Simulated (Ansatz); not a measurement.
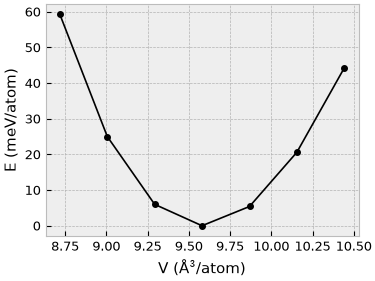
ScB₂ in space group P6/mmm (No. 191; Sc on 1a, B on 2d) under volume change, the program Ansatz at the LDA level (PAW), shape and atoms relaxed at each volume.

Q: What does a third-order Birch–Murnaghan fit give for V₀, B₀ and B′?

A: V₀ = 9.58 Å³/atom, B₀ = 210 GPa, B′ = 3.8.

The first step of the workflow began from a Materials Project structure, measured or hypothetical; the Crystallography Open Database files this formula in space group No. 191, but the cells were not matched. Whether it is the stable phase at ambient conditions was not checked. The LDA relaxation kept the symmetry of its start; whether a distortion lowers the energy is not shown. The run is not spin-polarised.

Potentials: the later of the program's two PAW sets.
